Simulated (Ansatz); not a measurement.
## Frequency calculation, with input and output: GeH$_{2}$ClF$_{3}$

- system: GeH$_{2}$ClF$_{3}$
- method: RKS B3LYP/def2-SVP (Ansatz 0.2.0)

It belongs to a series of runs on one base structure; here: vibrations at the highest image of the band. Figures and captions count atoms from 1; the log counts them from 0 in places.

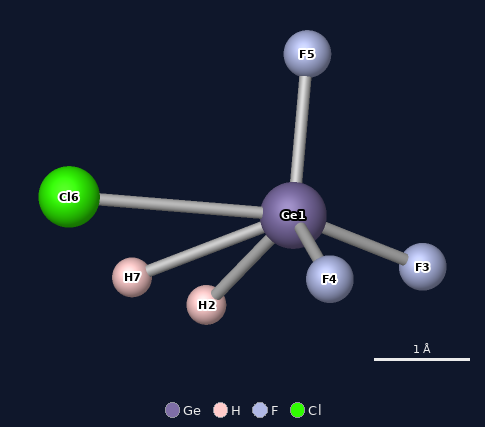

*The structure (ball-and-stick view, seen at a tilt; atoms are numbered from 1 in the order of the input). Sticks mark near contacts.*

The input:
```yaml
crystal:
  periodic: [false, false, false]
  atoms:
    - { symbol: Ge, position_ang: [-0.269503, -1.0e-06, -0.000287] }
    - { symbol: H, position_ang: [0.049602, 5.0e-06, 1.725617] }
    - { symbol: F, position_ang: [1.460175, -3.0e-06, -0.121664] }
    - { symbol: F, position_ang: [-0.633066, 1.472237, -0.805296] }
    - { symbol: F, position_ang: [-0.633067, -1.472236, -0.805302] }
    - { symbol: Cl, position_ang: [-2.423747, -5.0e-06, 1.14384] }
    - { symbol: H, position_ang: [-0.920492, 3.0e-06, 1.821894] }
basis:
  gaussian: { orbitals: def2-SVP }
hamiltonian:
  xc: b3lyp
phonons: {}
```

Hardware: 2 threads of Arm Neoverse V2, 24 GiB of memory available, shared host.

Run as:
```bash
ansatz run input.yaml --threads 2 --pin off --max-ram 3072MiB --backend cpu --events-out ev --progress --plain --runs-dir out
```

Output:
```
Engine: ansatz 0.2.0, aarch64-unknown-linux-gnu
Functional definition: B3LYP
  parameter a0 = 0.2
  parameter ax = 0.72
  parameter ac = 0.81
  exchange = (1 - a0 - ax)*slater_x + ax*b88_x + a0*exact_x
  correlation = (1 - ac)*vwn_rpa_c + ac*lyp_c
1033 factors; integrals over basis functions are off by at most 4.4e-4 eV
mean field evaluation 1: about -77203.9877 eV, gradient 5.7e1 eV
mean field evaluation 2: about -77192.0827 eV, gradient 1.1e2 eV
mean field evaluation 4: about -77209.0634 eV, gradient 2.9e0 eV
mean field evaluation 8: about -77209.0975 eV, gradient 8.4e-2 eV
mean field evaluation 16: about -77209.0976 eV, gradient 2.4e-5 eV
mean field -77209.09756257 eV, -2837.3820012183 hartree, gradient 2.4e-5 eV, S^2 0.000000; 0 other end points of the search recorded, 0 dependent functions left out
the calculation of the forces begins
reference -77209.09776599 eV, -2837.3820086942 hartree; 39, 39 occupied and 63, 63 virtual orbitals, 1033 factors
these checks for a lower state are left out or cut short: stability, starts, cluster_reference, orbital_swaps, neighbouring_geometries, increment
1033 factors; integrals over basis functions are off by at most 4.4e-4 eV
mean field -77209.09746139 eV, -2837.3819975001 hartree, gradient 8.8e-7 eV, S^2 0.000000; 0 other end points of the search recorded, 0 dependent functions left out
[... from here on the field's lines of each further geometry are left out, up to the last ...]
the calculation of the forces begins
reference -77209.09775076 eV, -2837.3820081344 hartree; 39, 39 occupied and 63, 63 virtual orbitals, 1033 factors
these checks for a lower state are left out or cut short: stability, starts, cluster_reference, orbital_swaps, neighbouring_geometries, increment
1033 factors; integrals over basis functions are off by at most 4.4e-4 eV
mean field -77209.09754127 eV, -2837.3820004358 hartree, gradient 1.2e-6 eV, S^2 0.000000; 0 other end points of the search recorded, 0 dependent functions left out
the calculation of the forces begins
reference -77209.09774468 eV, -2837.3820079107 hartree; 39, 39 occupied and 63, 63 virtual orbitals, 1033 factors
WARN: phonons: modes at or below zero, which the zero-point energy, F, S and C_V leave out: 1, the lowest at -1202.34 cm⁻¹. A minimum has none, and a first-order saddle one
Total energy: -77209.09776599 eV, -2837.3820086942 hartree
Atom 0 at    -0.269503    -0.000001    -0.000287 Å, force     0.001233    -0.000007    -0.003457 eV/Å
Atom 1 at     0.049602     0.000005     1.725617 Å, force    -0.004077     0.000000    -0.001413 eV/Å
Atom 2 at     1.460175    -0.000003    -0.121664 Å, force     0.005044    -0.000001     0.000696 eV/Å
Atom 3 at    -0.633066     1.472237    -0.805296 Å, force    -0.000873    -0.004779     0.000739 eV/Å
Atom 4 at    -0.633067    -1.472236    -0.805302 Å, force    -0.000870     0.004788     0.000744 eV/Å
Atom 5 at    -2.423747    -0.000005     1.143840 Å, force    -0.004866     0.000001     0.001490 eV/Å
Atom 6 at    -0.920492     0.000003     1.821894 Å, force     0.004410    -0.000001     0.001201 eV/Å
Dipole moment:    -0.017584     0.000001     0.474423 e Å
Vibrations: -1202.34 78.62 137.13 208.52 238.78 285.83 299.25 378.78 705.90 725.76 780.82 986.94 1014.00 1501.04 1964.27 cm⁻¹, zero-point energy 0.576875 eV
```

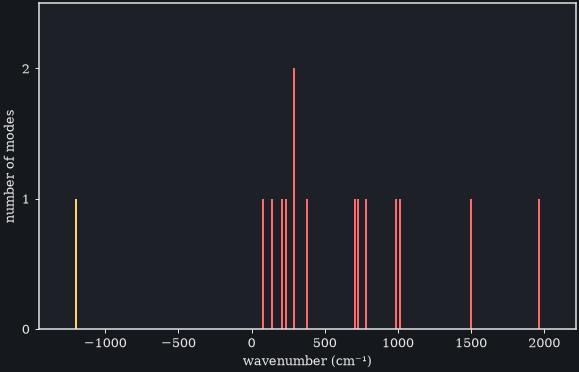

*Harmonic vibrational wavenumbers from the force constants; neighbouring modes closer than 14 cm⁻¹ are counted in one stick, and imaginary ones are drawn at negative wavenumbers.*

15 modes from 1202i to 1964 cm⁻¹, 1 imaginary beyond 8i (1202i cm⁻¹): a first-order saddle point, if the geometry is stationary.

Results in brief:

```json
{"quantity": "outcome", "value": "converged"}
{"quantity": "total energy", "value": "−77209.0978 eV"}
{"quantity": "mean-field energy", "value": "−77209.0978 eV"}
{"quantity": "largest force (length of the vector)", "value": "0.005 eV/Å"}
{"quantity": "wall time", "value": "60 s (CPU time 1.9 min)"}
{"quantity": "peak memory", "value": "0.24 GiB"}
```
